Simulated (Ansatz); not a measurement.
## TiGe (model cell, started as wurtzite): the cell at rest

Wanted: the relaxed cell of TiGe (model cell, started as wurtzite).

Main program and level: Ansatz 0.2.0; DFT PBE, scalar-relativistic, plane waves, PAW.

The structure was built from a prototype and need not be the compound's stable phase.

### Step 1. Starting point

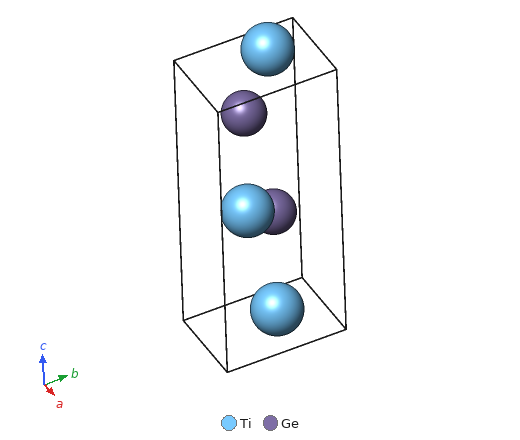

The cell as given, slightly off an axis (titanium blue, germanium purple). Some periodic images of atoms are drawn too.

### Step 2. Probe on a coarse mesh

First a cheap look: the gap decides the mesh and the occupations, the pressure tells how far the cell has to move.

Contents of input.yaml:

```yaml
crystal:
  lattice:
    - [3.99871, 0.0, 0.0]
    - [-1.99936, 3.46298, 0.0]
    - [0.0, 0.0, 6.52989]
  atoms:
    - { symbol: Ti, position: [0.333333, 0.666667, 0.0] }
    - { symbol: Ti, position: [0.666667, 0.333333, 0.5] }
    - { symbol: Ge, position: [0.333333, 0.666667, 0.375] }
    - { symbol: Ge, position: [0.666667, 0.333333, 0.875] }
kpoints:
  mp_grid: { grid: [6, 6, 4] }
hamiltonian:
  xc: pbe
scf:
  occupations: { method: gaussian, width: 0.1 }
output:
  forces: true
  stress: true
  eigenvalues: true
```

Command:

```bash
ansatz run input.yaml --threads 4 --pin off --max-ram 7168MiB --backend cpu --events-out ev --progress --plain --runs-dir out
```

Numbers of over 12 decimals in the logs are rounded to 6 here.

What it wrote:

```text
[...]
k-point 0: bands = [... 22 lower, 7.2078, 7.2078, 7.4442, 7.4442, 9.0825, 9.0825, 9.6740, 9.6740, ... 1 higher]
  k-point 1: bands = [... 22 lower, 7.2171, 7.2171, 7.3822, 7.3822, 9.2051, 9.2051, 9.6358, 9.6358, ... 1 higher]
  k-point 2: bands = [... 22 lower, 7.2744, 7.2744, 7.2744, 7.2744, 9.4599, 9.4599, 9.4599, 9.4599, ... 1 higher]
  k-point 20: bands = [... 22 lower, 6.3803, 6.3803, 8.1223, 8.1223, 8.9190, 8.9190, 9.8861, 9.8861, ... 1 higher]
[key lines of the parts left out:]
SCF converged after 7 iterations
Free energy (F): -13587.675211 eV
Fermi energy:    8.325534 eV
P = ⅓ Tr σ = 6.8406 GPa (68.406 kbar)
```

Wall time 0.6 s (4 threads of AMD EPYC 9R45, shared host); peak memory 0.43 GiB.

Numbers from this step:

* pressure: 6.841 GPa
* volume per atom: 22.61 Å³
* gap on the k-mesh: 0.3115 eV
* direct gap on mesh: 0.5555 eV

The coarse mesh shows a gap of 0.31 eV and a pressure of 6.8 GPa.

### Step 3. Relaxation, k-mesh 9×9×6, smearing width 0.02 eV

Harmonic phonons are second derivatives at a point where the forces vanish, and they are wanted at zero stress, so atoms and cell are relaxed first.

input.yaml, the sections that differ from step 2:

```yaml
kpoints:
  mp_grid: { grid: [9, 9, 6] }
scf:
  occupations: { method: gaussian, width: 0.02 }
relax:
  adjacent_minimum: "off"
  f_tol: 0.005
  max_steps: 80
  cell: { stress_tol: 0.05 }
# crystal, hamiltonian, output: as in step 2
```

What it wrote:

```text
[...]
Crystal: 4 atoms, lattice volume = 90.422 Å³
Basis set: ecut = 420 eV, 1761 PW (Γ), exchange–correlation on 54×54×90 points (8 copies of the dense FFT grid, shifted against one another)
Bands: 32, of which v1, the nominal top of the filled ones, is band 26 counted from 1 (25 counted from 0)
Symmetry: 12 space group operations
[...]
k-points: 48 of 486 (time reversal used)
[...]
SCF iter   1: F=—  HF=-13587.680036 eV  |F-HF|=—  |Δ(HF+E_count)|=         —  Δρ=5.46e-3  dr2=3.30e-2  ethr=1.77e-3  ⟨swp⟩=6.1  Hψ=6087  notcnv=0
[...]
SCF iter   7: F=-13587.674591 eV  HF=-13587.674590 eV  |F-HF|=6.10e-8  |Δ(HF+E_count)|=   6.38e-7  Δρ=6.06e-6  dr2=2.88e-8  ethr=1.92e-10  ⟨swp⟩=7.6  Hψ=5823  notcnv=0
SCF 1 converged in 7 iterations: F = -13587.674591 eV  dr2 = 2.88e-8
[...]
relax step   1: F+E_penalty+E_count = -13587.67459052 eV  Δ(F+E_penalty+E_count) = +0.000e0 eV  max|allowed force component| = 2.278e-1 eV/Å  Δτ_max = 0.0000 Å  P = +6.844 GPa  Ω = 90.422 Å³  (7 SCF iters, dr2 threshold 1.00e-7 eV, accepted)
Crystal: 4 atoms, lattice volume = 98.085 Å³
Basis set: ecut = 420 eV, 1911 PW (Γ), exchange–correlation on 54×54×90 points (8 copies of the dense FFT grid, shifted against one another)
[...]
iter 1 solved again at ethr=8.09e-5 eV; its pass at ethr=3.10e-3 eV (dr2=4.21e-2 eV) is discarded
[...]
SCF iter   8: F=-13587.975088 eV  HF=-13587.975088 eV  |F-HF|=1.08e-8  |Δ(HF+E_count)|=   1.82e-8  Δρ=4.41e-6  dr2=1.62e-8  ethr=7.69e-10  ⟨swp⟩=5.0  Hψ=6152  notcnv=0
SCF 2 converged in 8 iterations: F = -13587.975088 eV  dr2 = 1.62e-8
relax step   2: F+E_penalty+E_count = -13587.97508841 eV  Δ(F+E_penalty+E_count) = -3.005e-1 eV  max|allowed force component| = 3.911e-1 eV/Å  Δτ_max = 0.0452 Å  P = +0.066 GPa  Ω = 98.085 Å³  energy of the carried Pulay correction = -8.186e-4 eV  (8 SCF iters, dr2 threshold 4.00e-7 eV, accepted)
Crystal: 4 atoms, lattice volume = 99.736 Å³
Basis set: ecut = 420 eV, 1959 PW (Γ), exchange–correlation on 54×54×90 points (8 copies of the dense FFT grid, shifted against one another)
[...]
SCF iter   8: F=-13588.319320 eV  HF=-13588.319320 eV  |F-HF|=1.47e-7  |Δ(HF+E_count)|=   2.14e-6  Δρ=9.61e-6  dr2=1.12e-7  ethr=7.69e-10  ⟨swp⟩=5.1  Hψ=6481  notcnv=0
SCF 3 converged in 8 iterations: F = -13588.319320 eV  dr2 = 1.12e-7
relax step   3: F+E_penalty+E_count = -13588.31931978 eV  Δ(F+E_penalty+E_count) = -3.442e-1 eV  max|allowed force component| = 6.339e-1 eV/Å  Δτ_max = 0.0837 Å  P = -3.199 GPa  Ω = 99.736 Å³  energy of the carried Pulay correction = -9.864e-4 eV  (8 SCF iters, dr2 threshold 4.00e-7 eV, accepted)
[... from here on, the SCF cycles and remarks between the steps are left out ...]
relax step   4: F+E_penalty+E_count = -13588.79592239 eV  Δ(F+E_penalty+E_count) = -4.766e-1 eV  max|allowed force component| = 7.087e-1 eV/Å  Δτ_max = 0.0804 Å  P = -4.754 GPa  Ω = 97.827 Å³  energy of the carried Pulay correction = -7.921e-4 eV  (8 SCF iters, dr2 threshold 4.00e-7 eV, accepted)
relax step   5: F+E_penalty+E_count = -13589.36357815 eV  Δ(F+E_penalty+E_count) = -5.677e-1 eV  max|allowed force component| = 7.338e-1 eV/Å  Δτ_max = 0.0767 Å  P = -4.118 GPa  Ω = 93.113 Å³  energy of the carried Pulay correction = -2.952e-4 eV  (6 SCF iters, dr2 threshold 4.00e-7 eV, accepted)
relax step   6: F+E_penalty+E_count = -13589.83058619 eV  Δ(F+E_penalty+E_count) = -4.670e-1 eV  max|allowed force component| = 2.315e-1 eV/Å  Δτ_max = 0.1010 Å  P = -4.265 GPa  Ω = 91.075 Å³  energy of the carried Pulay correction = -7.243e-5 eV  (6 SCF iters, dr2 threshold 4.00e-7 eV, accepted)
relax step   7: F+E_penalty+E_count = -13589.91035487 eV  Δ(F+E_penalty+E_count) = -7.977e-2 eV  max|allowed force component| = 6.225e-2 eV/Å  Δτ_max = 0.0170 Å  P = +0.123 GPa  Ω = 86.292 Å³  energy of the carried Pulay correction = +4.707e-4 eV  (6 SCF iters, dr2 threshold 4.00e-7 eV, accepted)
relax step   8: F+E_penalty+E_count = -13589.91111691 eV  Δ(F+E_penalty+E_count) = -7.620e-4 eV  max|allowed force component| = 5.166e-4 eV/Å  Δτ_max = 0.0042 Å  P = +0.021 GPa  Ω = 86.338 Å³  energy of the carried Pulay correction = +4.652e-4 eV  (5 SCF iters, dr2 threshold 4.00e-7 eV, accepted)
relax step   9: F+E_penalty+E_count = -13589.91111996 eV  Δ(F+E_penalty+E_count) = -3.052e-6 eV  max|allowed force component| = 6.356e-3 eV/Å  Δτ_max = 0.0005 Å  P = -0.016 GPa  Ω = 86.389 Å³  energy of the carried Pulay correction = +4.594e-4 eV  (5 SCF iters, dr2 threshold 1.40e-8 eV, accepted)
relax step  10: F+E_penalty+E_count = -13589.91113158 eV  Δ(F+E_penalty+E_count) = -1.162e-5 eV  max|allowed force component| = 1.075e-4 eV/Å  Δτ_max = 0.0004 Å  P = -0.000 GPa  Ω = 86.368 Å³  energy of the carried Pulay correction = +4.618e-4 eV  (5 SCF iters, dr2 threshold 2.53e-9 eV, accepted)
relax step  11: F+E_penalty+E_count = -13589.92248798 eV  Δ(F+E_penalty+E_count) = -1.136e-2 eV  max|allowed force component| = 1.102e-4 eV/Å  Δτ_max = 0.0000 Å  P = +0.327 GPa  Ω = 86.368 Å³  stress off target by 4.79e-1 GPa  SCF on the basis re-selected at this cell (its energy is not comparable with the rows above)  (9 SCF iters)
relax step  12: F+E_penalty+E_count = -13589.92303476 eV  Δ(F+E_penalty+E_count) = -5.468e-4 eV  max|allowed force component| = 3.665e-4 eV/Å  Δτ_max = 0.0000 Å  P = +0.027 GPa  Ω = 86.727 Å³  energy of the carried Pulay correction = -4.673e-5 eV  (4 SCF iters, dr2 threshold 4.00e-7 eV, accepted)
[...]
SCF iter   7: F=-13589.923076 eV  HF=-13589.923076 eV  |F-HF|=9.09e-12  |Δ(HF+E_count)|=  7.28e-12  Δρ=1.20e-7  dr2=1.57e-11  ethr=1.00e-12  ⟨swp⟩=2.9  Hψ=5797  notcnv=0
SCF 13 converged in 7 iterations: F = -13589.923076 eV  dr2 = 1.57e-11
relax step  13: F+E_penalty+E_count = -13589.92307642 eV  Δ(F+E_penalty+E_count) = -4.166e-5 eV  max|allowed force component| = 3.656e-4 eV/Å  Δτ_max = 0.0000 Å  P = +0.027 GPa  Ω = 86.727 Å³  stress off target by 3.61e-2 GPa  SCF on the basis re-selected at this cell (its energy is not comparable with the rows above)  (7 SCF iters)
[...]
SCF converged after 7 iterations
Free energy (F): -13589.923076 eV
[...]
Internal energy: -13589.922901 eV  (E = F + TS)
E sigma→0 (E₀):  -13589.922989 eV
Entropy (-TS):   -0.000175 eV (-0.044 meV/atom)
Fermi energy:    9.015548 eV
[...]
--- Forces (eV/Å), atoms counted from 1 ---
  atom   1  Ti     0.00000000     0.00000000     0.00036559
  atom   2  Ti    -0.00000000     0.00000000     0.00036559
  atom   3  Ge     0.00000000     0.00000000    -0.00036558
  atom   4  Ge    -0.00000000    -0.00000000    -0.00036558
  max |Σ_I F_I| component: 1.71e-8 eV/Å
--- Stress (GPa, compression-positive) ---
        0.036061       0.000000       0.000000
        0.000000       0.036061      -0.000000
        0.000000      -0.000000       0.008889
  P = ⅓ Tr σ = 0.0270 GPa (0.270 kbar)
--- Band table (eV; the first three rows and the last of 48) ---
  k-point 0: bands = [... 22 lower, 7.2529, 7.7416, 7.7416, 9.2168, 9.2168, 9.8308, 10.5647, 10.5647, ... 2 higher]
  k-point 1: bands = [... 22 lower, 7.2125, 7.5834, 7.5834, 9.3174, 9.4629, 9.4629, 10.6148, 10.6148, ... 2 higher]
  k-point 2: bands = [... 22 lower, 7.1515, 7.3282, 7.3282, 8.1659, 9.9492, 9.9492, 10.6170, 10.6170, ... 2 higher]
  k-point 47: bands = [... 22 lower, 6.9628, 6.9628, 8.2094, 8.2094, 9.4055, 9.4055, 10.4845, 10.4845, ... 2 higher]
--- Relaxed structure (11 steps of the walk, 11 accepted, 2 SCFs on fresh bases) ---
  F+E_penalty+E_count = -13589.92307642 eV   max|allowed force component| = 3.656e-4 eV/Å   (the final SCF, on the basis selected at the relaxed cell)
  cell:  # Å, volume = 86.7273 Å³
    - [4.448296, 3.211318531535035e-6, 7.29821029971464e-17]
    - [-2.224151, 3.852335, -2.8321404152859546e-17]
    - [1.1917977691354018e-16, 1.540498710313583e-17, 5.061017]
  atoms:
    - { symbol: Ti, position: [0.333333, 0.666667, -0.062504] }
    - { symbol: Ti, position: [0.666667, 0.333333, 0.437496] }
    - { symbol: Ge, position: [0.333333, 0.666667, 0.437504] }
    - { symbol: Ge, position: [0.666667, 0.333333, 0.937504] }
```

Wall time 18 s (4 threads); peak memory 0.54 GiB; 68 s of CPU time.

Relaxation path:

```
step  energy less that of the first step (eV)  largest force component (eV/Å)  pressure (GPa)  volume (Å³)
   1                                   0.0000                          0.2278            6.84        90.42
   2                                  -0.3005                          0.3911            0.07        98.09
   3                                  -0.6447                          0.6339           -3.20        99.74
   4                                  -1.1213                          0.7087           -4.75        97.83
   5                                  -1.6890                          0.7338           -4.12        93.11
   6                                  -2.1560                          0.2315           -4.26        91.08
   7                                  -2.2358                          0.0622            0.12        86.29
   8                                  -2.2365                          0.0005            0.02        86.34
   9                                  -2.2365                          0.0064           -0.02        86.39
  10                                  -2.2365                          0.0001            0.00        86.37
 11*                                  -2.2479                          0.0001            0.33        86.37
  12                                  -2.2484                          0.0004            0.03        86.73
 13*                                  -2.2485                          0.0004            0.03        86.73
```

Relaxation steps marked * repeat the geometry before them on a plane-wave basis chosen anew for their cell, so energy and pressure can jump there.

Forces are held to the 12 operations that the run works with; a distortion that breaks them can't arise in this run.

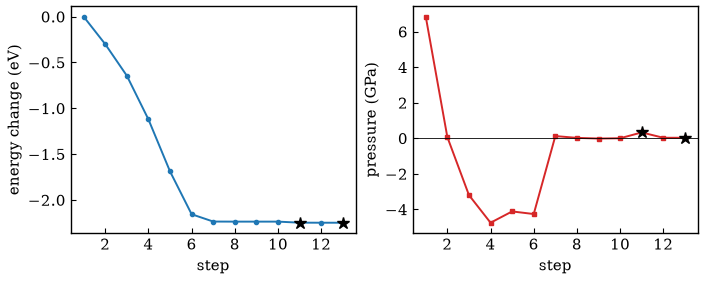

Energy and pressure along the relaxation. Stars mark steps on a basis chosen anew.

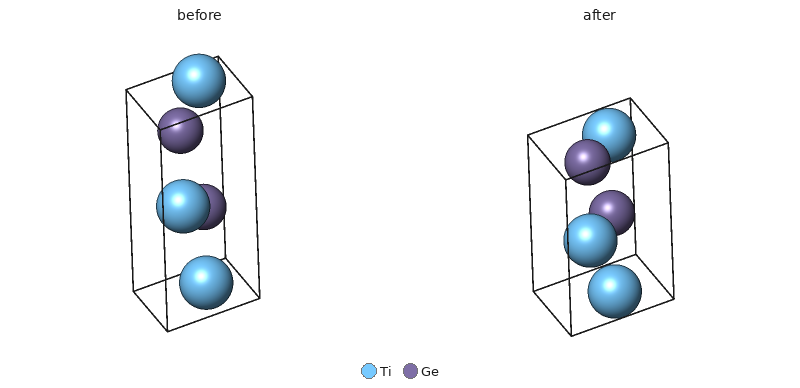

Before and after, at one scale.

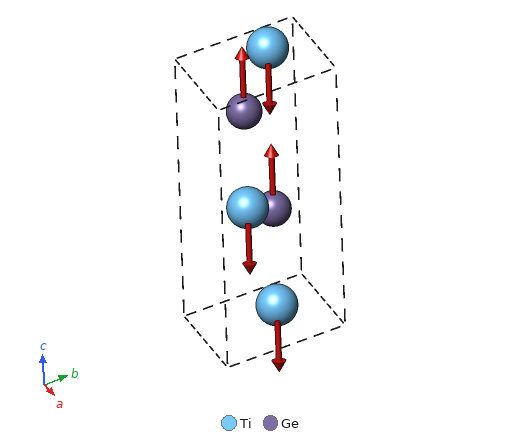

Displacements in the relaxation, exaggerated, measured against the changing cell; the longest in the cell stands for 0.32 Å. Some periodic images of atoms are drawn too.

```csv
cell as run,before,after,change
a (Å),3.999,4.448,+11.2 %
b (Å),3.999,4.448,+11.2 %
c (Å),6.530,5.061,-22.5 %
volume (Å³/atom),22.61,21.68,-4.1 %
```

The atoms that moved most (Å, as changes of fractional coordinates times the final cell):

```
atom     dx     dy      dz  length
 Ti2  0.000  0.000  -0.316   0.316
 Ge3  0.000  0.000   0.316   0.316
 Ti1  0.000  0.000  -0.316   0.316
 Ge4  0.000  0.000   0.316   0.316
```

Final coordinates:

```cif
data_structure
_symmetry_space_group_name_H-M 'P 1'
_symmetry_Int_Tables_number 1
_cell_length_a 4.4483
_cell_length_b 4.4483
_cell_length_c 5.0610
_cell_angle_alpha 90.000
_cell_angle_beta 90.000
_cell_angle_gamma 120.000
_cell_volume 86.73
loop_
_atom_site_label
_atom_site_type_symbol
_atom_site_fract_x
_atom_site_fract_y
_atom_site_fract_z
_atom_site_occupancy
Ti1 Ti 0.33333 0.66667 0.93750 1
Ti2 Ti 0.66667 0.33333 0.43750 1
Ge3 Ge 0.33333 0.66667 0.43750 1
Ge4 Ge 0.66667 0.33333 0.93750 1
```

Numbers from this step:

- pressure: 0.02700 GPa
- volume per atom: 21.68 Å³
- gap on the k-mesh: 0 eV

In this step the volume went from 22.61 to 21.68 Å³/atom.

### Step 4. Bringing the structure to rest, k-mesh 9×9×8, smearing width 0.1 eV

The relaxation is repeated from its end, on the mesh and smearing that suit the cell and gap now reached.

Contents of input.yaml:

```yaml
crystal:
  lattice:
    - [4.4482955924, 3.2113e-06, 0.0]
    - [-2.2241505773, 3.8523353809, 0.0]
    - [0.0, 0.0, 5.061017113]
  atoms:
    - { symbol: Ti, position: [0.3333333333, 0.6666666667, -0.0625038928] }
    - { symbol: Ti, position: [0.6666666667, 0.3333333333, 0.4374961072] }
    - { symbol: Ge, position: [0.3333333333, 0.6666666667, 0.4375038928] }
    - { symbol: Ge, position: [0.6666666667, 0.3333333333, 0.9375038928] }
kpoints:
  mp_grid: { grid: [9, 9, 8] }
hamiltonian:
  xc: pbe
scf:
  occupations: { method: gaussian, width: 0.1 }
output:
  forces: true
  stress: true
  eigenvalues: true
  write_density: true
  write_potential: true
  elf: true
  volumetric_format: npy
relax:
  adjacent_minimum: "off"
  f_tol: 0.005
  max_steps: 80
  cell: { stress_tol: 0.05 }
```

What it wrote:

```text
[...]
Crystal: 4 atoms, lattice volume = 86.727 Å³
Basis set: ecut = 420 eV, 1727 PW (Γ), exchange–correlation on 60×60×72 points (8 copies of the dense FFT grid, shifted against one another)
Bands: 32, of which v1, the nominal top of the filled ones, is band 26 counted from 1 (25 counted from 0)
Symmetry: 24 space group operations
[...]
--- Relaxed structure (2 steps of the walk, 2 accepted, 1 SCFs on fresh bases) ---
[...]
cell:  # Å, volume = 86.8112 Å³
    - [4.449684, 3.212321437465098e-6, 0.0]
    - [-2.224845, 3.853538, 0.0]
    - [0.0, 0.0, 5.062750]
  atoms:
    - { symbol: Ti, position: [0.333333, 0.666667, -0.062500] }
    - { symbol: Ti, position: [0.666667, 0.333333, 0.437500] }
    - { symbol: Ge, position: [0.333333, 0.666667, 0.437500] }
    - { symbol: Ge, position: [0.666667, 0.333333, 0.937500] }
[key lines of the parts left out:]
SCF converged after 4 iterations
Free energy (F): -13589.927998 eV
Fermi energy:    8.966184 eV
P = ⅓ Tr σ = -0.0080 GPa (-0.080 kbar)
```

Run time: 3.4 s. Hardware: 4 threads; peak memory 0.58 GiB; 12 s of CPU time.

Little changed from the start: no atom moved by 0.005 Å and no cell edge by 0.1 %.

This step gave:

```yaml
pressure: -0.008035 GPa
volume_per_atom: 21.70 Å³
```

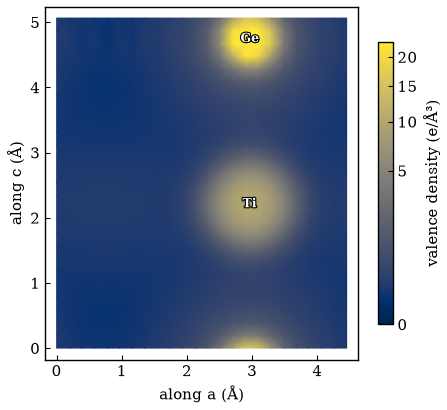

Valence density in the ac plane at fractional y = 0.333, with atoms of Ti and Ge within 0.2 Å of it. It is the smooth field of the valence electrons, not physical close to the nuclei. The colour scale is stretched toward low values.

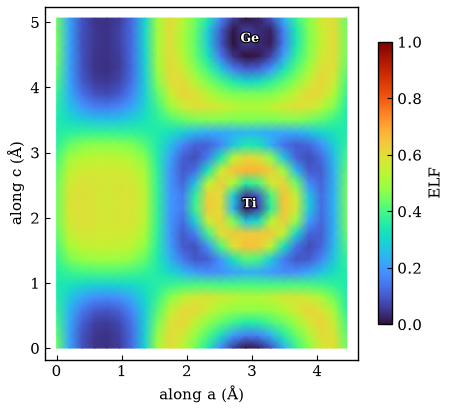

ELF in the ac plane at fractional y = 0.333, with atoms of Ti and Ge within 0.2 Å of it. It is the smooth field of the valence electrons, not physical close to the nuclei.

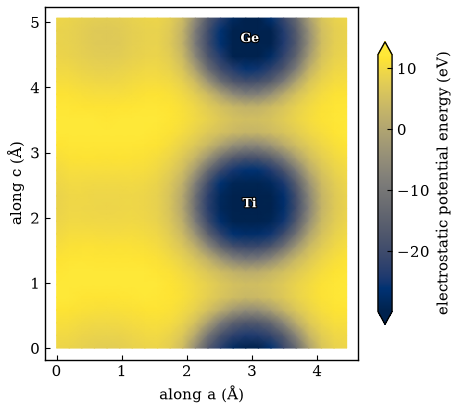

Electrostatic potential energy in the ac plane at fractional y = 0.333, with atoms of Ti and Ge within 0.2 Å of it. With pseudopotentials it is smooth inside the atoms' cores, unlike the true potential.

In this step the volume went from 21.68 to 21.70 Å³/atom.

### Step 5. Tight relaxation

Phonons need a cell at rest on their own settings, so the relaxation is repeated with tight tolerances on forces and stress, using the mesh and the filling of the phonon run that follows.

Contents of input.yaml:

```yaml
crystal:
  lattice:
    - [4.449684392, 3.2123e-06, 0.0]
    - [-2.2248449779, 3.8535381161, 0.0]
    - [0.0, 0.0, 5.0627501719]
  atoms:
    - { symbol: Ti, position: [0.3333333333, 0.6666666667, -0.0625] }
    - { symbol: Ti, position: [0.6666666667, 0.3333333333, 0.4375] }
    - { symbol: Ge, position: [0.3333333333, 0.6666666667, 0.4375] }
    - { symbol: Ge, position: [0.6666666667, 0.3333333333, 0.9375] }
kpoints:
  mp_grid: { grid: [10, 10, 8] }
hamiltonian:
  xc: pbe
scf:
  occupations: { method: methfessel_paxton, width: 0.15 }
output:
  forces: true
  stress: true
  eigenvalues: true
relax:
  adjacent_minimum: "off"
  f_tol: 0.001
  max_steps: 60
  cell: { stress_tol: 0.01 }
```

What it wrote:

```text
[...]
Crystal: 4 atoms, lattice volume = 86.811 Å³
Basis set: ecut = 420 eV, 1727 PW (Γ), exchange–correlation on 60×60×72 points (8 copies of the dense FFT grid, shifted against one another)
Bands: 32, of which v1, the nominal top of the filled ones, is band 26 counted from 1 (25 counted from 0)
[... 1 set-up line as in the run before ...]
[...]
k-points: 70 of 800
[...]
--- Relaxed structure (2 steps of the walk, 2 accepted, 1 SCFs on fresh bases) ---
[...]
cell:  # Å, volume = 86.8034 Å³
    - [4.449030, 3.2118082676049847e-6, 0]
    - [-2.224518, 3.852971, 0]
    - [0, 0, 5.063789]
  atoms:
    - { symbol: Ti, position: [0.333333, 0.666667, -0.062500] }
    - { symbol: Ti, position: [0.666667, 0.333333, 0.4375] }
    - { symbol: Ge, position: [0.333333, 0.666667, 0.4375] }
    - { symbol: Ge, position: [0.666667, 0.333333, 0.937500] }
[key lines of the parts left out:]
SCF converged after 4 iterations
Free energy (F): -13589.925161 eV
Fermi energy:    8.947514 eV
P = ⅓ Tr σ = 0.0008 GPa (0.008 kbar)
```

Wall time 3.6 s (4 threads); peak memory 0.59 GiB; 13 s of CPU time.

Little changed from the start: no atom moved by 0.005 Å and no cell edge by 0.1 %.

Numbers from this step:

| Property | Result |
| --- | --- |
| pressure | 7.55e-4 GPa |

The forces vanish by symmetry and the pressure is 0.001 GPa, within the tolerances set. The cell now holds 21.70 Å³/atom. Within 0.01 Å the structure now has space group P6_3/mmc, not the P6_3mc of the start.

### Step 6. Results

```
space group after relaxation (within 0.01 Å) : P6_3/mmc
lattice constant a                           : 4.449 Å
lattice constant b                           : 4.449 Å
lattice constant c                           : 5.064 Å
volume per atom                              : 21.7 Å³
```

In words: The forces vanish by symmetry and the pressure is 0.001 GPa, within the tolerances set. The cell now holds 21.70 Å³/atom. Within 0.01 Å the structure now has space group P6_3/mmc, not the P6_3mc of the start. The relaxation keeps the symmetry of its start, so it says nothing on stability against lower symmetry. The relaxed cell left the space group of the starting entry, even within 0.1 Å, so it may not be the phase that the entry, or a measurement on it, describes. The starting cell was built on a prototype and not taken from a measurement, so the phase need not exist.

[Logs are printed without paths, hosts, clocks, repeated set-up lines and the standing remarks that a program may print on its own settings, such as how far it seeks lower states.]

[Hosts, paths, dates, database ids (printed as entryN), source tags and the programs' standing remarks are cut or masked in the printed files.]
